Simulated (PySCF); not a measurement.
# AlCl2F (SMILES [F][Al]([Cl])[Cl]): r2SCAN/6-31+G(d) (spherical functions)

Aim: the vertical ionisation energy of AlCl2F at r2SCAN/6-31+G* (spherical functions), from 2 runs. The job is set up through a Python script.

The calculation is run with PySCF 2.14.0.

## 1. The structure to begin with

AlCl2F: 4 atoms, total charge 0, spin state singlet. SMILES: `[F][Al]([Cl])[Cl]`. Geometry: relaxed at PBE0-D4/def2-TZVP.

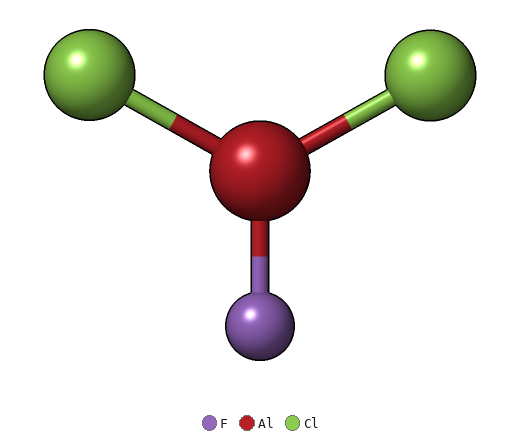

The structure, seen from a chosen angle (fluorine purple, aluminium red, chlorine green).

## 2. The energy at r2SCAN/6-31+G(d) (spherical functions)

input.py

```python
# [F][Al]([Cl])[Cl]
from pyscf import gto, dft

mol = gto.M(
    atom='''
F      0.165200     0.733629     3.179181
Al     0.009071     0.040686     0.176878
Cl     2.311211    -2.765973    -1.253739
Cl    -2.485500     1.991639    -2.102339
''',
    basis='6-31+g*',
    charge=0,
    verbose=4,
    unit='bohr',
    max_memory=1860,
)

mf = dft.RKS(mol, xc='r2scan')
mf.conv_tol = 1e-10
mf.grids.level = 4
mf.kernel()
if not mf.converged:
    mf = mf.newton().run(mf.mo_coeff, mf.mo_occ)

energy = mf.e_tot
print('Final energy', energy)
```

Launch:

```
$ OMP_NUM_THREADS=1 python input.py
```

Standard output:

```text
PySCF version 2.14.0

[INPUT] num. atoms = 4
[INPUT] num. electrons = 56
[INPUT] charge = 0
[INPUT] spin (= nelec alpha-beta = 2S) = 0
[INPUT] symmetry False subgroup None
[INPUT] Mole.unit = bohr
[INPUT] Symbol           X                Y                Z      unit          X                Y                Z       unit  Magmom
[INPUT]  1 F      0.087420075244   0.388219748070   1.682350134590 AA    0.165200000000   0.733629000000   3.179181000000 Bohr   0.0
[INPUT]  2 Al     0.004800166480   0.021530104003   0.093599806713 AA    0.009071000000   0.040686000000   0.176878000000 Bohr   0.0
[INPUT]  3 Cl     1.223040190828  -1.463689877620  -0.663450107242 AA    2.311211000000  -2.765973000000  -1.253739000000 Bohr   0.0
[INPUT]  4 Cl    -1.315269957742   1.053929971179  -1.112509888428 AA   -2.485500000000   1.991639000000  -2.102339000000 Bohr   0.0

[... 63 lines left out ...]
converged SCF energy = -1262.71426968824
Final energy -1262.7142696882404
```

It took 15 s on 1 thread of Arm Neoverse V2, shared host; peak memory 0.46 GiB.

## 3. The doublet cation, same level

geometry.xyz

```xyz
4
AlCl2F
F      0.087420     0.388220     1.682350
Al     0.004800     0.021530     0.093600
Cl     1.223040    -1.463690    -0.663450
Cl    -1.315270     1.053930    -1.112510
```

input.py

```python
from pyscf import gto, dft

molecule = gto.M(
    atom='geometry.xyz',
    verbose=4,
    spin=1,
    basis='6-31+g*',
    charge=1,
    max_memory=1860,
)

myscf = dft.UKS(molecule)
myscf.xc = 'r2scan'
myscf.grids.level = 4
myscf.conv_tol = 1e-10
myscf.kernel()
if not myscf.converged:
    myscf = myscf.newton().run(myscf.mo_coeff, myscf.mo_occ)

e_final = myscf.e_tot
print('Final energy', e_final)
```

Launch:

```
$ OMP_NUM_THREADS=1 python input.py
```

Standard output:

```text
PySCF version 2.14.0

[INPUT] num. atoms = 4
[INPUT] num. electrons = 55
[INPUT] charge = 1
[INPUT] spin (= nelec alpha-beta = 2S) = 1
[INPUT] symmetry False subgroup None
[INPUT] Mole.unit = angstrom
[INPUT] Symbol           X                Y                Z      unit          X                Y                Z       unit  Magmom
[INPUT]  1 F      0.087420000000   0.388220000000   1.682350000000 AA    0.165199857809   0.733629476079   3.179180745662 Bohr   0.0
[INPUT]  2 Al     0.004800000000   0.021530000000   0.093600000000 AA    0.009070685398   0.040685803462   0.176878365259 Bohr   0.0
[INPUT]  3 Cl     1.223040000000  -1.463690000000  -0.663450000000 AA    2.311210639388  -2.765973231265  -1.253738797343 Bohr   0.0
[INPUT]  4 Cl    -1.315270000000   1.053930000000  -1.112510000000 AA   -2.485500079857   1.991639054463  -2.102339210840 Bohr   0.0

[... 97 lines left out ...]
converged SCF energy = -1262.28253795547  <S^2> = 0.75352636  2S+1 = 2.0035233
Final energy -1262.2825379554656
```

Wall time 34 s (1 thread of Arm Neoverse V2, shared host); peak memory 0.48 GiB.

## 4. What came out

At r2SCAN/6-31+G* (spherical functions):

| quantity | value |
| --- | --- |
| singlet AlCl2F: total energy | -1262.71427 Eh |
| singlet AlCl2F: dipole moment | 0.30 D |
| singlet AlCl2F: HOMO energy | -8.64 eV |
| singlet AlCl2F: LUMO energy | -2.00 eV |
| singlet AlCl2F: HOMO–LUMO gap | 6.64 eV |
| doublet cation: total energy | -1262.28254 Eh |
| doublet cation: HOMO energy (highest over α and β) | -15.38 eV |
| doublet cation: LUMO energy (lowest over α and β) | -14.81 eV |
| doublet cation: ⟨S²⟩ | 0.754 |
| vertical ionisation energy (to the doublet cation) | 11.748 eV |

What this shows: The vertical ionisation energy comes to 11.75 eV (1134 kJ/mol). −ε(HOMO) before ionisation, 8.64 eV, is 3.11 eV below this ionisation energy. Mulliken charges (singlet AlCl2F) run from -0.35 on F1 to +0.76 on Al2; in a basis this large or diffuse they mean little.
